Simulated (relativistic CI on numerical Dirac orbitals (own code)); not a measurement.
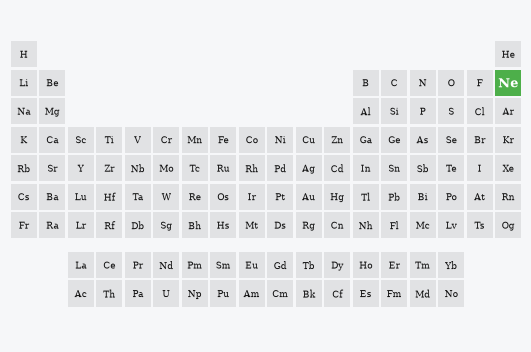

Fig. 1: The place of neon in the periodic table.

## Relativistic CI calculation, with input and output: Ne⁵⁺

System: Ne⁵⁺.
Method: Dirac-Coulomb-Breit CI, KLI orbitals optimised for each configuration, model QED (radiative potential, 1s self-energy scaled to tabulated hydrogen-like ionisation energies), numerical settings as typed (relativistic CI on numerical Dirac orbitals, in-house).

The input:
```
atom Ne  Z=10  charge=5  electrons=5
nucleus A=20  rms_radius_fm=3.0055
hamiltonian dirac-coulomb  breit=on  qed=on  c_scale=1
orbitals kli  potential=per-configuration
slater_scale 1
correlation none
mixing on
grid step=0.0125 r_max=17.1
scf mixing=0.4 start=green max_iterations=99 tolerance=2e-08 node_fill=0.05
configurations
  [He] 2p7
  [He] 2s 2p2
  [He] 2p3
  [He] 2s2 3s
  [He] 2s2 3p
end
```

Hardware: 1 CPU thread, shared host.

The run was one of a batch that the task file lists, launched with:
```bash
python <driver script> task.json out
```

The program writes its results to a structured record and prints no log; tables and figures of this report are taken from that record.

Outcome:

- outcome: refused by the program

Diagnosis:

One thing in this input was made wrong on purpose: configuration. The program refused the input; the driver noted: configuration [He] 2p7: a shell holds more than 4l+2 electrons.
